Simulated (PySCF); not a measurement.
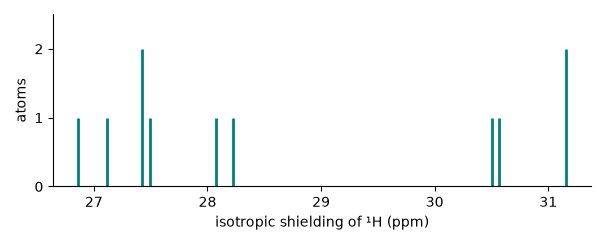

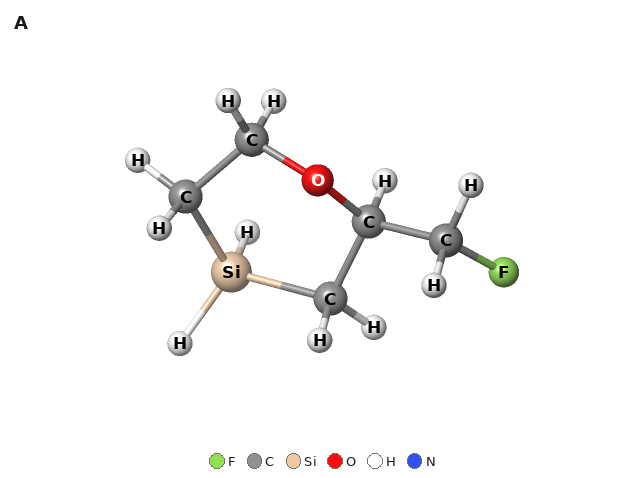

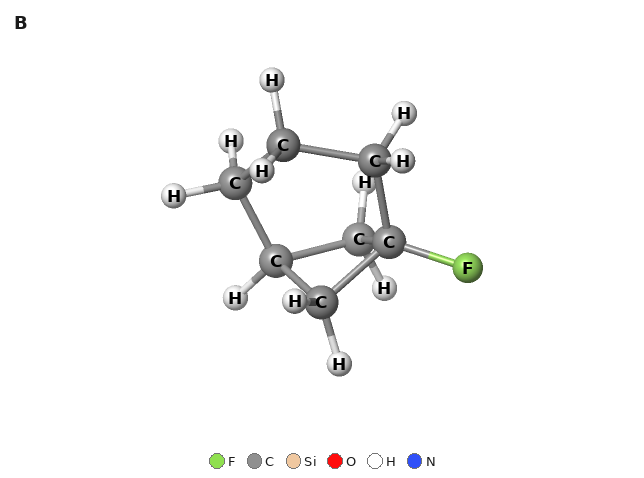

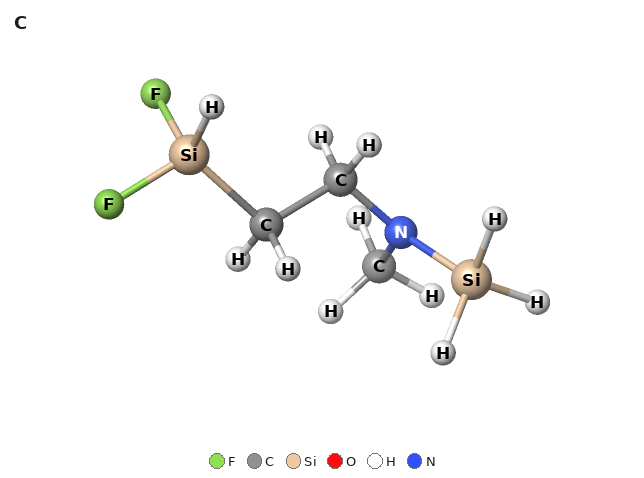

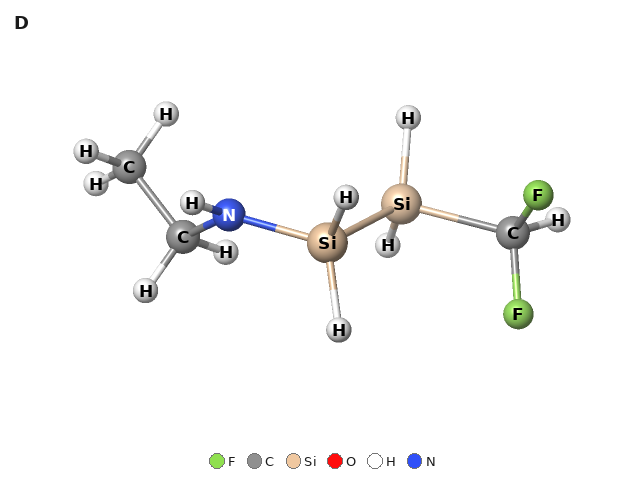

The sticks are computed shieldings of one of the molecules, for one fixed geometry (GFN2-xTB) without averaging over rotations. Low shielding means a high chemical shift. Method: GIAO PBE0/pcSseg-1 NMR shielding, non-relativistic, gas phase (PySCF 2.14.0).

**Which molecule gives this pattern?**

A, `FC[C@H]1C[SiH2]CCO1`. Its 11 H atoms give lines at 26.86, 27.11, 27.42 (2 atoms), 27.49, 28.07, 28.23, 30.51, 30.57, 31.16 (2 atoms) ppm.

The geometry is semi-empirical. Around Si such bond lengths and angles can be off by a tenth of an ångström or more and by several degrees, and values that hang on the shape move with them.
